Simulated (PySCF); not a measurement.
Molecule: C₆H₇OP, SMILES COc1ccccp1.

```xyz
15

C      2.5544     0.9161    -0.7549
O      1.6039    -0.0791    -1.0254
C      0.4521    -0.0700    -0.3292
C     -0.4303    -1.1070    -0.6590
C     -1.6723    -1.2844    -0.0687
C     -2.1741    -0.4380     0.9264
C     -1.4602     0.6502     1.4001
P      0.1200     1.1669     0.8875
H      3.4132     0.7200    -1.4085
H      2.8792     0.8870     0.3007
H      2.1540     1.9243    -0.9650
H     -0.0913    -1.8017    -1.4335
H     -2.2842    -2.1275    -0.3996
H     -3.1643    -0.6467     1.3418
H     -1.9165     1.2682     2.1813
```

GIAO shifts, PBE0/pcSseg-1 (IEF-PCM dichloromethane) with PySCF, at a PBE0-D3(BJ)/def2-SVP geometry (no frequency check), against H₂O for ¹⁷O and TMS for ¹³C computed at the same level (¹⁷O: a single water molecule, while the usual scale starts at liquid water and gives values some tens of ppm lower). fully decoupled, line heights follow the number of nuclei, widths are arbitrary (no quadrupolar broadening); values of one conformer, averaged over methyl-type rotors and exact or near symmetry; other conformers aren't averaged in.

**How many ¹⁷O lines appear, and where?**

1 signal.


```csv
δ (ppm),nuclei,atoms
168.0,1,O2
```

**How many ¹³C lines appear, and where?**

6 signals.


```csv
δ (ppm),nuclei,atoms
204.7,1,C3
162.6,1,C7
139.3,1,C5
133.9,1,C6
128.2,1,C4
59.1,1,C1
```

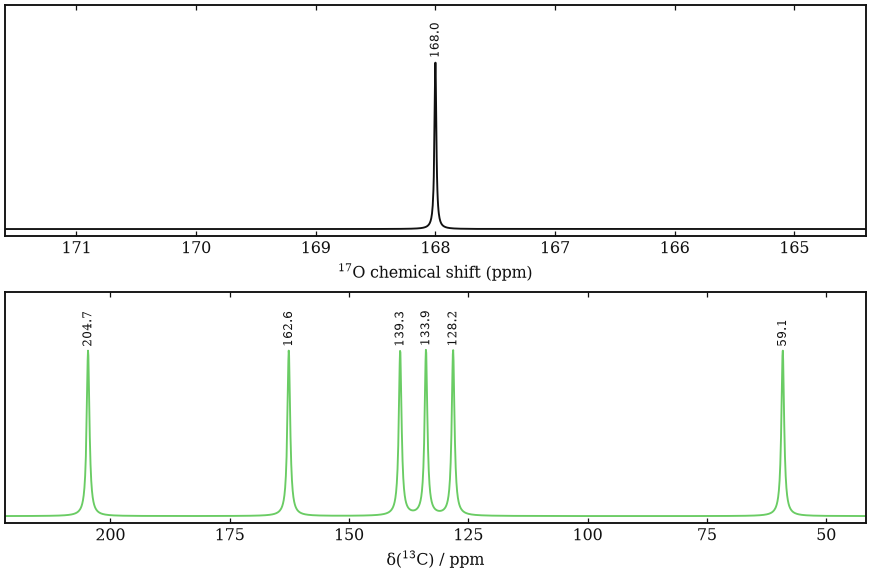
